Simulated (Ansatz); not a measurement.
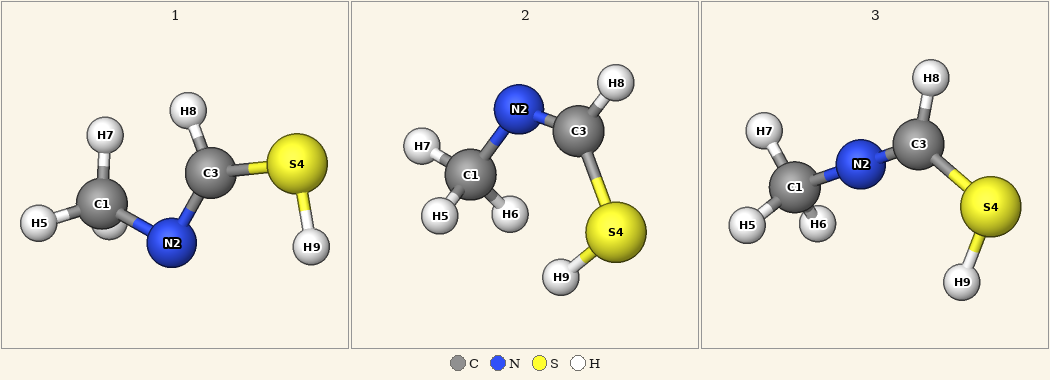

C₂H₅NS, SMILES CN=CS. The first coordinate is: angle C1–N2–C3 (carried through 180); the second: change of the bonds N2–C1, N2–C3, all alike. Nothing is relaxed (all other coordinates rigid). The grid has 11 × 11 points. Points are written as (first, second). Energies are in eV, from the relaxed molecule at the same level. The calculation used Ansatz, RKS PBE-D4/def2-TZVP.

The numbered pictures are structures from this grid.

Question: Rank them by energy, lowest first.

Answer: 2, at (118.1°, 0.003 Å): 0.007 eV; 1, at (257.4°, 0.117 Å): 0.70 eV; 3, at (180.0°, −0.035 Å): 1.01 eV.

The map, with the structures marked:

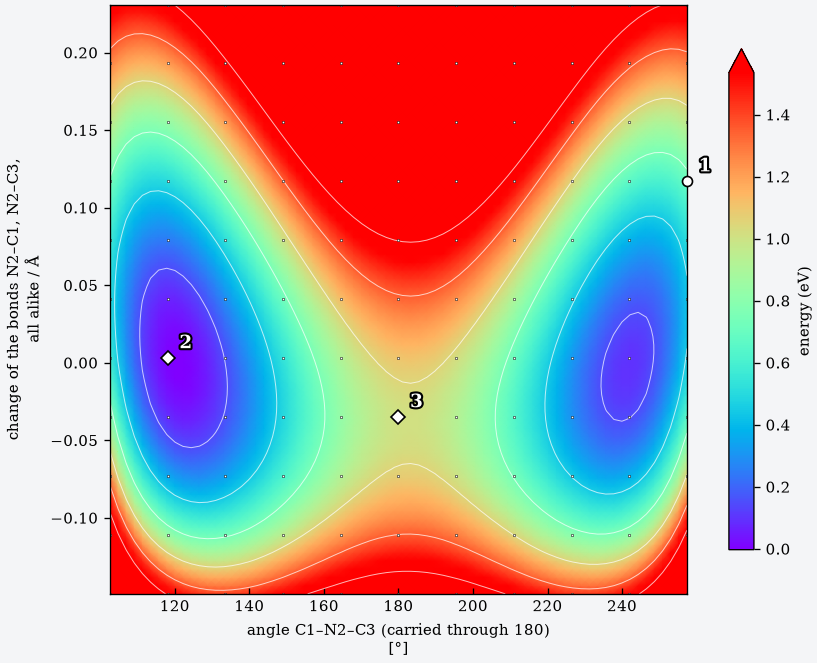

In the figure: a smooth colour map with a few white contour lines, dots at the grid points, one colour for all values above the top of the scale. Between grid points the surface is interpolated.
